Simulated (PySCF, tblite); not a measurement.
# C4H7OSi radical: geometry, infrared bands and EPR parameters

Wanted: the infrared bands and EPR parameters of C4H7OSi radical (`C#C[Si@H](O)[CH]C`), by calculation.

Computed with tblite 0.8.0 and PySCF 2.14.0, with density-fitted response routines of our own, on a single molecule in the gas phase. Atoms count from 0, in the outputs and in this text.

### Step 1. Starting geometry

13 atoms, charge 0, multiplicity 2; geometry from: force field or distance geometry start.

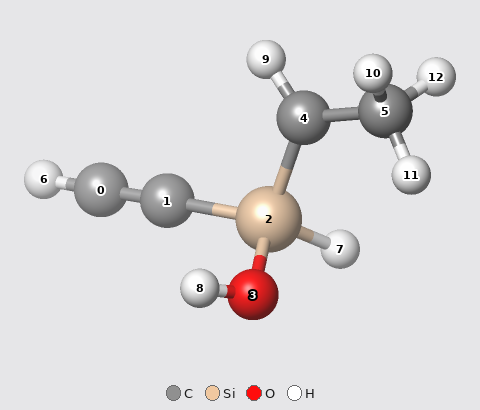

As it starts; carbon grey, silicon light orange, oxygen red, hydrogen white, atoms numbered.

### Step 2. Relaxing the molecule with GFN2-xTB

The job: settings as JSON, then the geometry in Å.

```
{"job": {"kind": "relax", "xc": "GFN2-xTB", "basis": "xTB"}, "charge": 0, "multiplicity": 2}
C      3.252700     0.121500     0.987900
C      2.071300    -0.136800     0.888400
Si     0.262800    -0.562800     0.753600
O      0.048900    -2.033800     0.021000
C     -0.612800     0.715800    -0.201400
C     -2.085900     0.686300    -0.424400
H      4.281000     0.362900     1.069500
H     -0.344500    -0.616500     2.102600
H      0.571700    -2.178000    -0.777800
H     -0.038400     1.570400    -0.533000
H     -2.310600     0.931700    -1.465700
H     -2.527100    -0.294100    -0.205900
H     -2.573400     1.433900     0.224400
```

On the command line:

```
$ OMP_NUM_THREADS=1 python probes_run.py task.json out
```

This one command runs all jobs of the session in turn.

The program printed:

```text
step      E/eV     max force
  0    -484.58317    1.083
  1    -484.59006    2.622
  2    -484.62407    0.578
  3    -484.63751    0.418
  4    -484.66041    0.502
  5    -484.67595    0.557
  6    -484.68651    0.387
  7    -484.69509    0.229
  8    -484.70108    0.208
  9    -484.70458    0.158
 10    -484.70676    0.132
 11    -484.70894    0.131
 12    -484.71133    0.162
 13    -484.71324    0.124
 14    -484.71434    0.070
 15    -484.71505    0.069
 16    -484.71587    0.093
 17    -484.71678    0.094
 18    -484.71743    0.050
 19    -484.71778    0.037
 20    -484.71806    0.046
 21    -484.71845    0.065
 22    -484.71907    0.078
 23    -484.71994    0.097
 24    -484.72092    0.104
 25    -484.72176    0.077
 26    -484.72244    0.079
 27    -484.72319    0.070
 28    -484.72406    0.094
 29    -484.72486    0.077
 30    -484.72550    0.077
 31    -484.72607    0.086
 32    -484.72676    0.087
 33    -484.72767    0.098
 34    -484.72849    0.077
 35    -484.72900    0.055
 36    -484.72935    0.051
 37    -484.72982    0.061
 38    -484.73059    0.094
 39    -484.73155    0.092
 40    -484.73236    0.080
 41    -484.73290    0.068
 42    -484.73334    0.064
 43    -484.73392    0.092
 44    -484.73463    0.086
 45    -484.73524    0.057
 46    -484.73565    0.056
 47    -484.73598    0.052
 48    -484.73642    0.073
 49    -484.73716    0.074
 50    -484.73773    0.066
 51    -484.73812    0.051
 52    -484.73845    0.051
 53    -484.73880    0.052
 54    -484.73920    0.049
 55    -484.73966    0.053
 56    -484.74021    0.070
 57    -484.74072    0.057
 58    -484.74119    0.076
 59    -484.74155    0.044
 60    -484.74189    0.038
 61    -484.74219    0.050
 62    -484.74264    0.062
 63    -484.74300    0.065
 64    -484.74338    0.059
 65    -484.74384    0.069
 66    -484.74447    0.071
 67    -484.74516    0.093
 68    -484.74576    0.066
 69    -484.74631    0.066
 70    -484.74681    0.072
 71    -484.74737    0.170
 72    -484.74814    0.092
 73    -484.74939    0.063
 74    -484.75041    0.077
 75    -484.75164    0.091
 76    -484.75262    0.101
 77    -484.75320    0.056
 78    -484.75345    0.074
 79    -484.75392    0.065
 80    -484.75452    0.042
 81    -484.75501    0.031
 82    -484.75522    0.028
 83    -484.75533    0.025
 84    -484.75542    0.024
 85    -484.75552    0.023
 86    -484.75561    0.034
 87    -484.75568    0.022
 88    -484.75573    0.021
 89    -484.75579    0.023
 90    -484.75585    0.019
 91    -484.75592    0.017
 92    -484.75598    0.017
 93    -484.75601    0.013
 94    -484.75604    0.009
```

It took 0.48 s on 1 thread of Arm Neoverse V1, shared host.

Along the way: (not every step is listed)

```csv
step,energy from step 0 (eV),largest force (eV/Å)
0,0.0000,1.0825
1,-0.0069,2.6222
2,-0.0409,0.5776
3,-0.0543,0.4176
4,-0.0772,0.5018
5,-0.0928,0.5575
6,-0.1033,0.3866
7,-0.1119,0.2294
8,-0.1179,0.2077
16,-0.1327,0.0926
24,-0.1377,0.1036
32,-0.1436,0.0874
40,-0.1492,0.0804
48,-0.1533,0.0733
56,-0.1570,0.0700
64,-0.1602,0.0586
72,-0.1650,0.0917
80,-0.1714,0.0418
88,-0.1726,0.0207
89,-0.1726,0.0234
90,-0.1727,0.0192
91,-0.1728,0.0169
92,-0.1728,0.0167
93,-0.1728,0.0132
94,-0.1729,0.0086
```

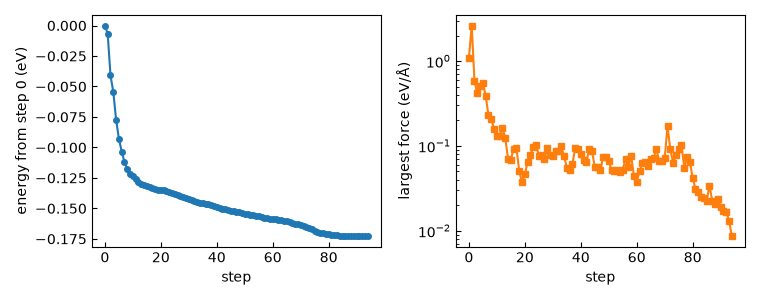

Energy and largest force along the relaxation.

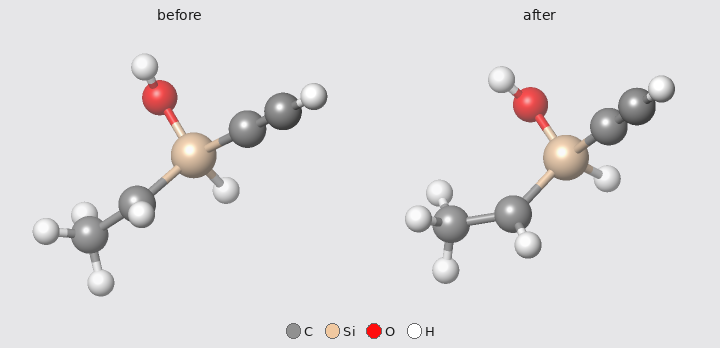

The geometry before (left) and after (right).

Close pairs (by a distance rule), those that changed most:

```csv
bond,before (Å),after (Å),change (Å)
Si2–C4,1.820,1.854,+0.034
Si2–O3,1.657,1.634,-0.024
Si2–H7,1.480,1.463,-0.017
O3–H8,0.966,0.953,-0.013
C0–C1,1.213,1.202,-0.012
C4–C5,1.490,1.478,-0.012
C5–H11,1.097,1.087,-0.010
C5–H12,1.103,1.094,-0.009
```

The end geometry stands in the next job.

### Step 3. Infrared spectrum with GFN2-xTB

The job: settings as JSON, then the geometry in Å.

```
{"job": {"kind": "ir", "xc": "GFN2-xTB", "basis": "xTB"}, "charge": 0, "multiplicity": 2}
C      3.226802     0.145180     0.709993
C      2.060746    -0.128055     0.806304
Si     0.257180    -0.554356     0.970402
O     -0.082462    -1.998518     0.286654
C     -0.683678     0.823708     0.161362
C     -1.917224     0.644015    -0.633311
H      4.248282     0.384737     0.624854
H     -0.076274    -0.844991     2.365109
H      0.088964    -2.163711    -0.636031
H     -0.389241     1.850565     0.322906
H     -1.794998     1.059438    -1.638869
H     -2.189975    -0.405119    -0.718885
H     -2.752510     1.187592    -0.181319
```

The program printed:

```text
mode    cm-1     km/mol
  1      49.8      0.63
  2      93.0      0.34
  3     117.3      1.78
  4     145.4      0.04
  5     170.4      2.41
  6     249.8     66.91
  7     285.2     24.66
  8     308.6     66.00
  9     349.0     36.85
 10     517.1     26.65
 11     609.3     26.78
 12     638.3     92.56
 13     668.7     46.87
 14     677.3     30.15
 15     685.6     39.38
 16     744.2    162.67
 17     815.8    370.78
 18     882.7    185.14
 19     945.0      1.38
 20    1000.0     15.33
 21    1161.0      5.74
 22    1302.5      0.83
 23    1385.8      6.12
 24    1461.9      3.39
 25    1480.7     10.40
 26    2213.5     42.04
 27    2233.0    259.44
 28    2913.2     22.52
 29    2945.5     33.99
 30    3034.2     18.24
 31    3068.9     53.30
 32    3348.8      6.16
 33    3681.0      7.06
```

It took 0.32 s on 1 thread of Arm Neoverse V1, shared host.

The strongest bands and the atoms that carry them (share of the mass-weighted mode):

```csv
cm⁻¹,km/mol,atoms
250,66.9,"H8 65 %, C1 20 %"
309,66.0,"C1 47 %, O3 19 %, H8 14 %, Si2 12 %"
638,92.6,"H7 63 %, C4 12 %"
744,162.7,"Si2 39 %, C4 23 %"
816,370.8,"H8 69 %, O3 13 %"
883,185.1,"O3 44 %, Si2 40 %"
2233,259.4,H7 95 %
3069,53.3,H9 91 %
```

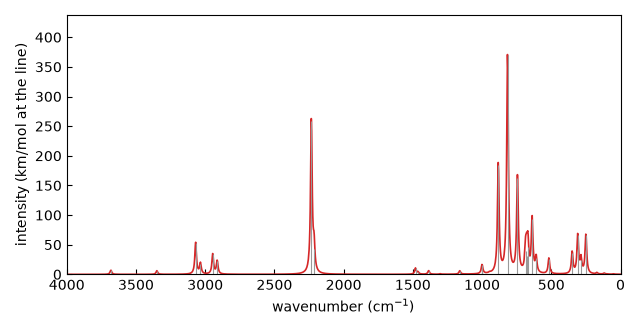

The infrared spectrum from these modes, unscaled. Lines are broadened to a width of 14 cm⁻¹ (Lorentzian).

### Step 4. g tensor and hyperfine couplings: B3LYP/pcH-1

The job, as its differences from that of step 3:

```diff
@@ -1,2 +1,2 @@
-{"job": {"kind": "ir", "xc": "GFN2-xTB", "basis": "xTB"}, "charge": 0, "multiplicity": 2}
+{"job": {"kind": "epr", "basis": "pcH-1"}, "charge": 0, "multiplicity": 2}
 C      3.226802     0.145180     0.709993
```

Method: UKS B3LYP, pcH-1 on C H O Si, non-relativistic, mean-field spin-orbit, GIAO.

The program printed:

```text
UKS, coarse grid
  cycle   1  E = -521.17694910  |g| = 6.25e-01
  cycle   2  E = -520.98143348  |g| = 9.58e-01
  cycle   3  E = -521.31793767  |g| = 1.23e-01
  cycle   4  E = -521.32384467  |g| = 4.18e-02
  cycle   5  E = -521.32436048  |g| = 2.76e-02
  cycle   6  E = -521.32473016  |g| = 5.99e-03
  cycle   7  E = -521.32474811  |g| = 1.60e-03
  cycle   8  E = -521.32474993  |g| = 7.22e-04
UKS, final grid
  cycle   1  E = -521.32473976  |g| = 8.49e-04
  cycle   2  E = -521.32473942  |g| = 1.18e-03
  cycle   3  E = -521.32474013  |g| = 2.63e-04
  cycle   4  E = -521.32474016  |g| = 4.50e-05
  cycle   5  E = -521.32474016  |g| = 3.27e-05
  cycle   6  E = -521.32474017  |g| = 9.73e-06
E = -521.32474017 Eh   <S^2> = 0.7534 (exact 0.7500)
g shifts (ppm)      1          2          3
  rmc          -127       -127       -127
  gc              2         25         25
  oz_so          25        420        792
  total        -100        318        689
hyperfine (MHz)  atom isotope    a_iso     a_fc   dipolar eigenvalues
    0   13C       1.95       1.95     -1.39     -0.09      1.47
    1   13C      19.88      19.88     -1.54     -0.94      2.47
    2  29Si      49.84      49.89     -2.07     -0.91      2.98
    3   17O      -1.72      -1.72     -1.86      0.67      1.20
    4   13C      81.16      81.27    -74.57    -73.60    148.17
    5   13C     -30.61     -30.62     -3.16      0.82      2.34
    6    1H      -0.27      -0.27     -0.99     -0.56      1.55
    7    1H      61.29      61.29     -3.58     -1.26      4.85
    8    1H      -0.65      -0.65     -2.42     -1.92      4.34
    9    1H     -55.75     -55.76    -35.37     -0.92     36.29
   10    1H     118.78     118.77     -5.54     -3.71      9.25
   11    1H       2.10       2.10     -4.46     -3.79      8.25
   12    1H     121.80     121.80     -5.46     -3.10      8.56
```

It took 48 s on 1 thread of Arm Neoverse V1, shared host; peak memory 0.87 GiB.

Principal g values 2.00222, 2.00264, 2.00301; g(iso) = 2.00262, against 2.00232 for a free electron.

Hyperfine couplings; where a row names several nuclei, a(iso) is their mean (it holds for fast rotation or exchange) and the dipolar term the largest among them:

```csv
nuclei,isotope,a(iso) (MHz),"a(iso) (G, at g = 2.0023)",largest dipolar term (MHz)
C4,13C,81.2,29.0,148.2
"H10, H11, H12",1H,80.9,28.9,9.3
H7,1H,61.3,21.9,4.8
H9,1H,-55.8,-19.9,36.3
Si2,29Si,49.8,17.8,3.0
C5,13C,-30.6,-10.9,-3.2
C1,13C,19.9,7.1,2.5
C0,13C,2.0,0.7,1.5
O3,17O,-1.7,-0.6,-1.9
H8,1H,-0.7,-0.2,4.3
H6,1H,-0.3,-0.1,1.6
```

Mulliken spin populations:

C0 0.01; C1 0.00; Si2 0.00; O3 0.00; C4 0.99; C5 -0.08; H6 0.00; H7 0.03; H8 0.00; H9 -0.04; H10 0.04; H11 0.00; H12 0.05

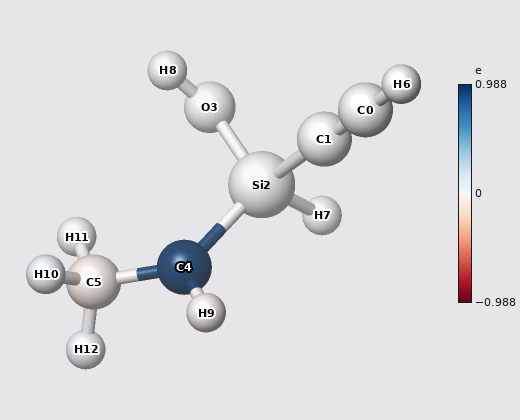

Mulliken spin populations, as colours on the atoms.

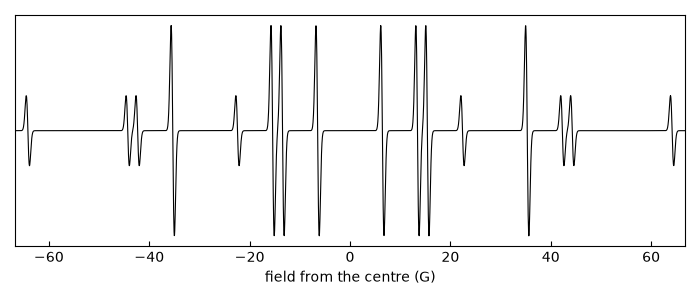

First-order isotropic spectrum (first derivative, main isotopes with spin only, couplings over 0.8 MHz, Gaussian width 0.3 G; couplings of the frozen geometry, rotation of groups not averaged beyond the rows shown).

Orbitals, density, ELF and potential are computed afterwards from the orbital file.

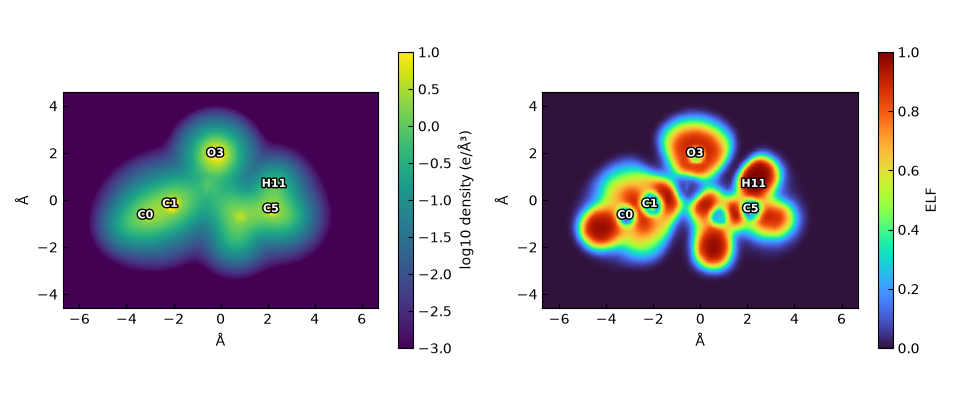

Density (left) and ELF (right) in a plane through or near 5 of the atoms.

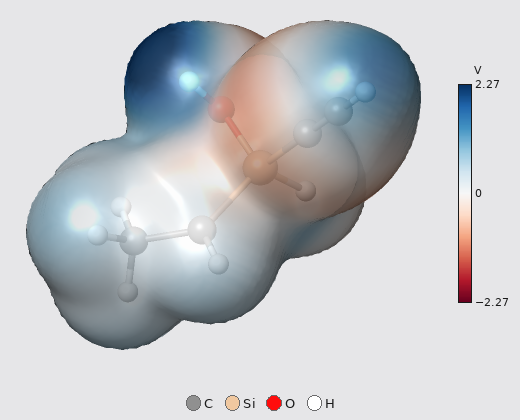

Electrostatic potential on the surface of density 0.002 e/bohr³; red is low, blue high. It runs from -1.40 V near O3 to 2.27 V near H8.

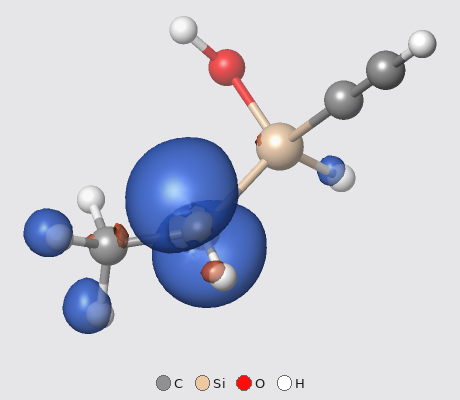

Spin density at ±0.04 e/Å³ (alpha excess blue, beta excess red).

### Step 5. What came out

```
                                                                  quantity                 value
                                 strongest single infrared mode (GFN2-xTB)  816 cm⁻¹, 371 km/mol
                                              zero-point energy (GFN2-xTB)         57.4 kcal/mol
                                                            g(iso) (B3LYP)               2.00262
                                                                      ⟨S²⟩    0.753 (exact 0.75)
                                        largest a(iso) (averaged by class)   13C on C4, 81.2 MHz
potential on the surface of density 0.002 e/bohr³, 1st and 99th percentile    -1.40 V and 2.27 V
```

Over 94 steps the energy fell by 0.173 eV; of the close pairs, Si2–C4 changed most, 1.820 to 1.854 Å. No mode is imaginary among the 33: a minimum at this level. The strongest single mode, at 816 cm⁻¹, moves mainly H8. Unscaled tight-binding wavenumbers are off by several per cent, some by more. Its intensities can rank the bands wrongly. Most of the unpaired spin sits on C4 (0.99 e). The isotropic g lies 0.3 ppt above the free-electron value. These values are for one conformer; the search (at its own cheap level) found 1 more, at 0.45 kcal/mol, and measured spectra average over such forms.
